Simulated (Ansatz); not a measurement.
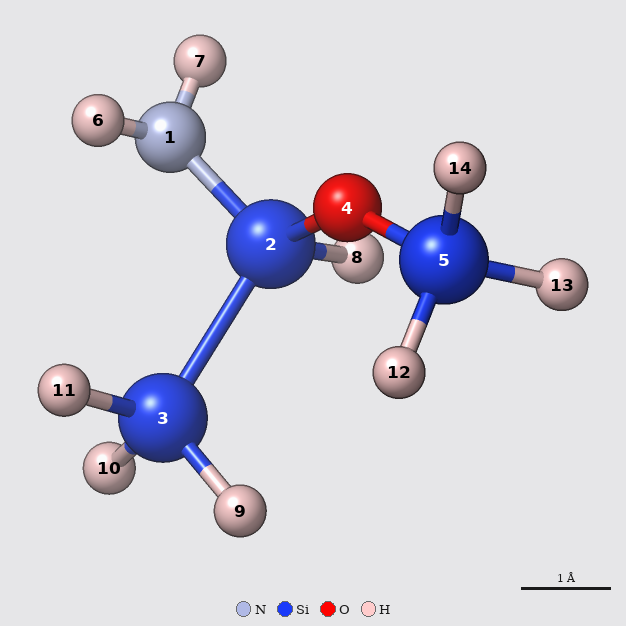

Atoms carry their numbers in the input. Computed geometry: PBE-D4/def2-SVP optimisation. No frequency run is at hand to confirm it as a minimum.

Give the bond lengths.

```tsv
bond	length (Å)	order
N1–Si2	1.730	single
N1–H6	1.023	single
N1–H7	1.023	single
Si2–Si3	2.355	single
Si2–O4	1.690	single
Si2–H8	1.505	single
Si3–H9	1.507	single
Si3–H10	1.507	single
Si3–H11	1.509	single
O4–Si5	1.672	single
Si5–H12	1.507	single
Si5–H13	1.507	single
Si5–H14	1.503	single
```
